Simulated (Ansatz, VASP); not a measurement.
# Cross-check of FeSnF6 between VASP and Ansatz

Wanted: the spread between two codes on one cell, functional and k mesh.

Method: plane waves, with VASP 6.6.1 beside it; single point at r2SCAN, DFT+U, in Ansatz 0.2.0.

In doubt: on Fe and Co compounds r2SCAN can change the orbital order between nearby geometries, unless the shell is half filled, which bears on forces and vibrations.

### 1. Starting point

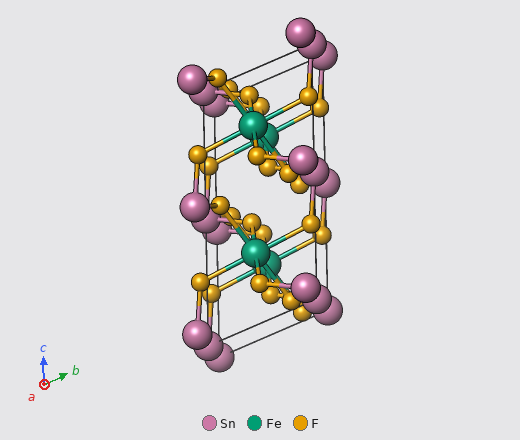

Start, viewed slightly off an axis; tin pink, iron teal, fluorine orange. 2×1×1 cells are drawn. Bonds to atoms that aren't drawn are left out. Some periodic images of atoms are drawn too.

Structure file:

```cif
data_structure
_symmetry_space_group_name_H-M 'R-3:H'
_symmetry_Int_Tables_number 148
_cell_length_a 5.2700
_cell_length_b 5.2700
_cell_length_c 14.0630
_cell_angle_alpha 90.000
_cell_angle_beta 90.000
_cell_angle_gamma 120.000
_cell_volume 338.24
loop_
_atom_site_label
_atom_site_type_symbol
_atom_site_symmetry_multiplicity
_atom_site_Wyckoff_symbol
_atom_site_fract_x
_atom_site_fract_y
_atom_site_fract_z
_atom_site_occupancy
Sn1 Sn 3 a 0.00000 0.00000 0.00000 1
Fe1 Fe 3 b 0.33333 0.66667 0.16667 1
F1 F 18 f 0.93600 0.66200 0.08300 1
```

### 2. Ansatz: single point, r2SCAN, DFT+U

Ansatz runs on its default PAW (the set named soft_2) files.

A single point gives forces, pressure and levels at one fixed geometry, so differences don't come from the geometry; what else differs is listed under the comparison.

input.yaml

```yaml
crystal:
  lattice:
    - [2.635, 1.5213179593, 4.6876666667]
    - [-2.635, 1.5213179593, 4.6876666667]
    - [0.0, -6.0852718372, 9.3753333334]
  atoms:
    - { symbol: Sn, position: [0.0, 0.0, 0.0] }
    - { symbol: Sn, position: [0.0, 0.0, 0.5] }
    - { symbol: Fe, position: [0.5, 0.5, 0.25], spin: 3.0 }
    - { symbol: Fe, position: [0.5, 0.5, 0.75], spin: 3.0 }
    - { symbol: F, position: [0.191, 0.981, 0.2895] }
    - { symbol: F, position: [0.191, 0.981, 0.7895] }
    - { symbol: F, position: [0.981, 0.579, 0.0955] }
    - { symbol: F, position: [0.981, 0.579, 0.5955] }
    - { symbol: F, position: [0.579, 0.191, 0.4905] }
    - { symbol: F, position: [0.579, 0.191, 0.9905] }
    - { symbol: F, position: [0.809, 0.019, 0.2105] }
    - { symbol: F, position: [0.809, 0.019, 0.7105] }
    - { symbol: F, position: [0.019, 0.421, 0.4045] }
    - { symbol: F, position: [0.019, 0.421, 0.9045] }
    - { symbol: F, position: [0.421, 0.809, 0.0095] }
    - { symbol: F, position: [0.421, 0.809, 0.5095] }
hamiltonian:
  xc: r2scan
  pseudopotentials: { kind: paw }
  hubbard: { sites: [{ species: Fe, l: d, u_eff: 3.0 }] }
magnetization:
  spin_polarized: true
kpoints:
  mp_grid: { grid: [4, 4, 2] }
scf:
  occupations: { method: gaussian, width: 0.05 }
  n_extra_bands: 13
output:
  forces: true
  stress: true
  eigenvalues: true
```

Command:

```
ansatz run input.yaml --threads 4 --pin off --max-ram 9216MiB --backend cpu --events-out ev --progress --plain --runs-dir out
```

Numbers of over 12 decimals in the logs are rounded to 6 here.

What it wrote:

```text
Warning: the band count 85 (scf.n_extra_bands) hosts the net moment |M| = 6.0000 μB (N_el = 144) but caps the reachable moment at 2·n_bands − N_el = 26.0000 μB, below the 91 bands that the automatic rule leaves for it — a moment growing past the seed, or the majority channel's smearing tail, pins there with fewer empty majority states than that count leaves; raise or omit scf.n_extra_bands unless the cap is intended
Sn: projections on atomic orbitals take those of the free atom [Kr] 4d10 5s2 5p2, of charge +0.00 (hamiltonian.pseudopotentials.projection_atoms); the dataset's partial waves leave at most 5.0e-6 of an orbital's norm unspanned inside its sphere
Fe: projections on atomic orbitals take those of the free atom [Ne] 3s2 3p6 3d6 4s2, of charge +0.00 (hamiltonian.pseudopotentials.projection_atoms); the dataset's partial waves leave at most 1.1e-6 of an orbital's norm unspanned inside its sphere
F: projections on atomic orbitals take those of the free atom [He] 2s2 2p5, of charge +0.00 (hamiltonian.pseudopotentials.projection_atoms); the dataset's partial waves leave at most 1.6e-8 of an orbital's norm unspanned inside its sphere
scf.n_extra_bands = 13 over 72 filled bands (N_el = 144.0): the run solves 85 bands
Engine: ansatz 0.2.0, aarch64-unknown-linux-gnu
Pseudopotentials: kind: paw
Pseudopotential: Sn, paw, valence charge 14, recommended cutoff 500 eV (meta_gga), Sn.paw.azcp
Pseudopotential: Fe, paw, valence charge 16, recommended cutoff 500 eV (meta_gga), Fe.paw.azcp
Pseudopotential: F, paw, valence charge 7, recommended cutoff 500 eV (meta_gga), F.paw.azcp
Functional definition: r2SCAN
  parameter k0 = 0.174
  parameter k1 = 0.065
  parameter a1 = 4.9479
  exchange = r2scan_x(k0 = k0, k1 = k1, a1 = a1)
  correlation = r2scan_c
Crystal: 16 atoms, lattice volume = 225.496 Å³
Basis set: ecut = 500 eV, 5705 PW (Γ), exchange–correlation on 180×180×360 points (64 copies of the dense FFT grid, shifted against one another)
Bands: 85, of which v1, the nominal top of the filled ones, is band 72 counted from 1 (71 counted from 0)
Symmetry: 4 space group operations
Space group: R-3 (ITA 148), of the structure as read, at distance tolerance 6.1e-5 Å
Magnetic group: BNS 148.17 (UNI 1247), of the structure as read, at distance tolerance 6.1e-5 Å
k-points: 20 of 32
Non-local potential: Sn, projectors of the file, l = 0: 2, l = 1: 2, l = 2: 2, l = 3: 2
Non-local potential: Fe, projectors of the file, l = 0: 3, l = 1: 2, l = 2: 3, l = 3: 1
Non-local potential: F, projectors of the file, l = 0: 2, l = 1: 2, l = 2: 1
PAW form: soft (Blöchl's): semilocal exchange-correlation on the pseudo side does not see the compensation charge
PAW frozen core: Sn, regenerated for the run's functional (the file was generated under x = pbe(κ = 0.804, μ = 0.219515), c = pbe(β = 0.066725))
PAW frozen core: Fe, regenerated for the run's functional (the file was generated under x = pbe(κ = 0.804, μ = 0.219515), c = pbe(β = 0.066725))
PAW frozen core: F, regenerated for the run's functional (the file was generated under x = pbe(κ = 0.804, μ = 0.219515), c = pbe(β = 0.066725))
PAW one-centre angular grid: Sn, 590 points (default); XC on 249 of its mesh's 2787 points in the sphere
PAW one-centre angular grid: Fe, 590 points (default); XC on 160 Gauss nodes
PAW one-centre angular grid: F, 302 points (default); XC on 160 Gauss nodes
Initial density: superposition of atomic densities (chi_scale 0.1, normalization cell, long waves kept (reshape's long-wave potential 0.09 eV rms))
Starting moments: Σ|m| = 6 μB on 2 of 16 sites
Initial wavefunctions: pseudopotential atomic-orbital guess
Functional: x = r2scan, c = r2scan; τ floored in thin density (d = 2e-4 eV/Å³)
SCF iter   1: F=—  HF=-30815.003718 eV  |F-HF|=—  |Δ(HF+E_count)|=         —  Δρ=3.28e-1 (↑1.37e-1 ↓3.28e-1)  dr2=4.97e2  dr2_τ=1.48e0  dr2_m=2.35e1  M=0.203 μB ∫|m|=0.478 μB  β_m=0.30  ethr=3.10e-3  ⟨swp⟩=5.9  Hψ=13014  notcnv=0  defer=1
preconditioner: auto → Kerker (q_TF=auto, 2.532 Å⁻¹)  [metal: Δε(μ)=0.013 eV  Ē_g=15.119 eV  σ=0.050 eV  W_gap=0.15  n_scr=60 (ndim 8)  ℏωp=28.0 eV  f_vac=0.056  D(μ)=21.20/eV (n_scr^D=262)]
spin=Collinear: Kerker preconditioning applied to the charge; magnetization (m = ρ↑ − ρ↓) channel mixes plain (no charge-response kernel on spin).
SCF iter   2: F=—  HF=-30763.153822 eV  |F-HF|=—  |Δ(HF+E_count)|=    5.18e1  Δρ=1.13e-1 (↑5.70e-2 ↓1.13e-1)  dr2=1.37e1  dr2_τ=1.54e0  dr2_m=9.17e0  M=8.062 μB ∫|m|=8.063 μB  β_m=1.00  ethr=3.10e-3  ⟨swp⟩=4.0  Hψ=10572  notcnv=0  defer=200  κ⁻¹=1.0e0(r=1)
SCF iter   3: F=—  HF=-30758.320041 eV  |F-HF|=—  |Δ(HF+E_count)|=    4.83e0  Δρ=4.75e-2 (↑3.36e-2 ↓4.75e-2)  dr2=5.57e0  dr2_τ=1.61e-1  dr2_m=2.89e-1  M=8.000 μB ∫|m|=8.044 μB  β_m=1.00  ethr=3.10e-3  ⟨swp⟩=3.1  Hψ=7364  notcnv=0  defer=209  κ⁻¹=1.3e-3(r=2)
SCF iter   4: F=—  HF=-30762.992645 eV  |F-HF|=—  |Δ(HF+E_count)|=    4.67e0  Δρ=1.46e-2 (↑1.46e-2 ↓1.43e-2)  dr2=9.26e-1  dr2_τ=2.33e-2  dr2_m=3.90e-2  M=8.000 μB ∫|m|=8.051 μB  β_m=1.20  ethr=3.10e-3  ⟨swp⟩=3.0  Hψ=7483  notcnv=0  defer=217
Mixer restart at iter 4: flushing history
[...]
SCF 2 converged in 9 iterations: F = -30768.300419 eV  dr2 = 1.03e-8
iter 1 solved again at ethr=7.15e-12 eV; its pass at ethr=3.10e-3 eV (dr2=1.03e-8 eV) is discarded
SCF iter   1: F=-30768.300419 eV  HF=-30768.300419 eV  |F-HF|=4.77e-10  |Δ(HF+E_count)|=         —  Δρ=2.60e-6 (↑2.60e-6 ↓1.68e-6)  dr2=1.03e-8  dr2_τ=1.17e-9  dr2_m=3.73e-9  M=8.000 μB ∫|m|=8.025 μB  β_m=1.20  ethr=7.15e-12  ⟨swp⟩=3.8  Hψ=12011  notcnv=0
preconditioner: auto → Resta (q_TF=auto, 2.532 Å⁻¹)  ε∞=4.0  [insulator: Δε(μ)=3.179 eV  Ē_g=16.141 eV  σ=0.050 eV  W_gap=1.00  n_scr=60 (ndim 8)  ℏωp=28.0 eV  f_vac=0.135  D(μ)=0.00/eV (n_scr^D=0)  ε∞_Penn≈4.0]
spin=Collinear: Resta preconditioning applied to the charge; magnetization (m = ρ↑ − ρ↓) channel mixes plain (no charge-response kernel on spin).
SCF iter   2: F=-30768.300419 eV  HF=-30768.300419 eV  |F-HF|=1.84e-9  |Δ(HF+E_count)|=   4.48e-9  Δρ=1.08e-6 (↑1.08e-6 ↓1.00e-6)  dr2=3.71e-9  dr2_τ=1.72e-10  dr2_m=1.13e-10  M=8.000 μB ∫|m|=8.025 μB  ethr=7.15e-12  ⟨swp⟩=6.8  Hψ=11706  notcnv=0
SCF 3 converged in 2 iterations: F = -30768.300419 eV  dr2 = 3.71e-9
iter 1 solved again at ethr=2.57e-12 eV; its pass at ethr=6.94e-7 eV (dr2=3.70e-9 eV) is discarded
SCF iter   1: F=-30768.300419 eV  HF=-30768.300419 eV  |F-HF|=1.84e-9  |Δ(HF+E_count)|=         —  Δρ=1.08e-6 (↑1.08e-6 ↓1.00e-6)  dr2=3.70e-9  dr2_τ=1.72e-10  dr2_m=1.13e-10  M=8.000 μB ∫|m|=8.025 μB  ethr=2.57e-12  ⟨swp⟩=1.0  Hψ=14265  notcnv=0
spin=Collinear: Resta preconditioning applied to the charge; magnetization (m = ρ↑ − ρ↓) channel mixes plain (no charge-response kernel on spin).
SCF iter   2: F=-30768.300415 eV  HF=-30768.300415 eV  |F-HF|=1.78e-9  |Δ(HF+E_count)|=   3.75e-6  Δρ=2.04e-5 (↑1.39e-5 ↓2.04e-5)  dr2=7.99e-7  dr2_τ=2.51e-8  dr2_m=7.00e-8  M=8.000 μB ∫|m|=8.025 μB  ethr=6.94e-7  ⟨swp⟩=1.0  Hψ=9360  notcnv=0
SCF iter   3: F=-30768.300419 eV  HF=-30768.300419 eV  |F-HF|=2.25e-9  |Δ(HF+E_count)|=   3.89e-6  Δρ=1.75e-6 (↑1.75e-6 ↓1.21e-6)  dr2=4.09e-9  dr2_τ=5.32e-10  dr2_m=1.88e-9  M=8.000 μB ∫|m|=8.025 μB  ethr=6.94e-11  ⟨swp⟩=1.9  Hψ=11448  notcnv=0
an SCF along what the orbitals of the run's state read of its open shells (or to have them read: on a GPU, or by another smearing), with 2 of the crystal's symmetry operations given up, reached no lower state that the run goes on to. This is no proof of a minimum
SCF converged after 2 iterations
Stability not told: the SCF's own minimisation came to no verdict on its close; the lowest value that the minimisation read is 1.9e-2 (residual 8.4e-4): no lower mode is shown, and none is ruled out
Magnetization: 8.0000 μB (76.0000 up, 68.0000 down)
Absolute magnetization: 8.0249 μB (∫|ρ↑−ρ↓|, with the PAW one-centre terms)
Spin contamination: 0.0116 ħ² per cell (⟨S²⟩ above its minimum at these occupations)
Per-site moments (μB) at R_I (Å): [(0.000635867, 0.829964), (0.000635867, 0.829964), (3.721548, 0.986394), (3.721536, 0.986394), (0.010040, 0.829964), (0.010429, 0.829964), (0.00805718, 0.829964), (0.010077, 0.829964), (0.010405, 0.829964), (0.00807813, 0.829964), (0.010040, 0.829964), (0.010429, 0.829964), (0.00805718, 0.829964), (0.010077, 0.829964), (0.010405, 0.829964), (0.00807813, 0.829964)]
Free energy (F): -30768.300419 eV
Harris-Foulkes:  -30768.300419 eV  (|F-HF|=1.84e-9)
Internal energy: -30768.300419 eV  (E = F + TS)
E sigma→0 (E₀):  -30768.300419 eV
Fermi energy:    4.129106 eV
--- Per-component energies (eV) ---
  E_band       = -1803.431628
  E_kinetic    = 3520.565509
  E_local      = -15264.246817  (includes V_loc(G=0)·N_el)
  E_nonlocal   = 1290.322896
  E_hartree    = 6346.473842
  E_xc         = -1897.971932
  E_vxc        = -1900.127361  (∫ρ·V_xc dr)
  E_hubbard    = 0.345388  (on-site DFT+U / exact-exchange correction)
  E_vhub       = -17.579917  (the Hubbard potential's part of the band-sum identity)
  E_paw        = -13552.815533  (= ΣΔE_a)
  E_vpaw       = -2263.657137  (= ΣTr[D̂ρ^β])
  E_aug_tail   = 0.012750  (compensation charges beyond the density's cutoff)
  E_vtau       = 138.330281  (kinetic-family band-sum trace: ∫τ·v_τ [+ j·A + Jᵃ·Aᵃ] dr)
  E_ewald      = -11211.501514
  E_core_change = 0.514992  (= ΣΔE_core)
  E_smearing   = -0.000000  (= −TS)
  E_closure    = -0.000000  (closes the sum)
  Σ components = -30768.300419   (vs F -30768.300419, Δ=0.00e0)
--- Forces (eV/Å), atoms counted from 1 ---
  atom   1  Sn    -0.02159022    -0.06128886    -0.04392269
  atom   2  Sn     0.02159022     0.06128886     0.04392269
  atom   3  Fe     0.00000000     0.00000000     0.00000000
  atom   4  Fe     0.00000000     0.00000000     0.00000000
  atom   5  F      1.09260388    -0.68872380     0.09971360
  atom   6  F      1.10232560    -0.70937720     0.10105279
  atom   7  F     -1.14067846    -0.49293992     0.18425591
  atom   8  F     -1.15077944    -0.61700568     0.11174721
  atom   9  F      0.07670531     1.31790006     0.10304239
  atom  10  F      0.13895379     1.24364605     0.18580055
  atom  11  F     -1.09260388     0.68872380    -0.09971360
  atom  12  F     -1.10232560     0.70937720    -0.10105279
  atom  13  F      1.14067846     0.49293992    -0.18425591
  atom  14  F      1.15077944     0.61700568    -0.11174721
  atom  15  F     -0.07670531    -1.31790006    -0.10304239
  atom  16  F     -0.13895379    -1.24364605    -0.18580055
  max |Σ_I F_I| component: 1.39e-16 eV/Å
--- Stress (GPa, compression-positive) ---
      -12.071909       0.044524       0.142050
        0.044538     -11.849195      -0.102474
        0.142135      -0.102500      -6.657185
  P = ⅓ Tr σ = -10.1928 GPa (-101.928 kbar)
--- Band table (eV; the first three rows and the last of 40) ---
  k-point 0 ↑: bands = [... 68 lower, 1.1633, 1.1828, 1.2106, 1.3026, 1.3121, 1.3155, 1.3426, 1.3467, ... 9 higher]
  k-point 1 ↑: bands = [... 68 lower, 1.1209, 1.1668, 1.2048, 1.2064, 1.2712, 1.3109, 1.3302, 1.3602, ... 9 higher]
  k-point 2 ↑: bands = [... 68 lower, 1.1184, 1.1363, 1.1620, 1.1899, 1.2295, 1.2767, 1.3511, 1.3760, ... 9 higher]
  k-point 19 ↓: bands = [... 68 lower, 6.5294, 6.5576, 6.7685, 6.7766, 7.1075, 7.1725, 7.9006, 8.0892, ... 9 higher]
Occupation matrices written to <dir>
```

Elapsed: 11 min, on 4 threads of Arm Neoverse V2, shared host; peak memory 3.4 GiB.

Reading the cycles: dr2 is the Hartree energy of the density residual (eV), the measure of convergence; HF is the Harris–Foulkes estimate of the energy, which meets the free energy F at convergence.

The run ends at a pressure of -10.19 GPa, with forces up to 1.3 eV/Å.

(Continued in part 2 of 2.)

[Lines on the potential files, build, host, timing and source positions are cut from VASP's logs without a mark.]

[Logs are printed without paths, hosts, clocks, repeated set-up lines and the standing remarks that a program may print on its own settings, such as how far it seeks lower states.]

[Hosts, paths, dates, database ids (printed as entryN), source tags and the programs' standing remarks are cut or masked in the printed files.]
